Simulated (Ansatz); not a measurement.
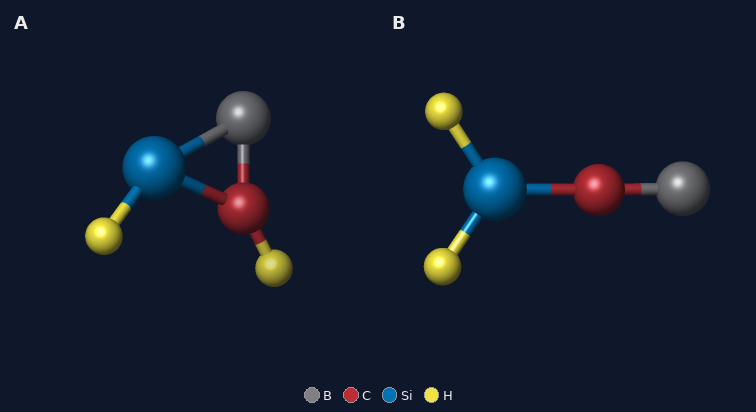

2 stationary structures of one formula. The species is neutral and a spin doublet. Geometries: PBE-D4/def2-SVP. Electronic energies: PBE-D4/def2-SVP (Ansatz 0.2.0), without zero-point energy. No frequency run is at hand to confirm each as a minimum.

Question: Which structure is the most stable?

Answer: A is lowest (Cs); B lies 1.003 eV above it.
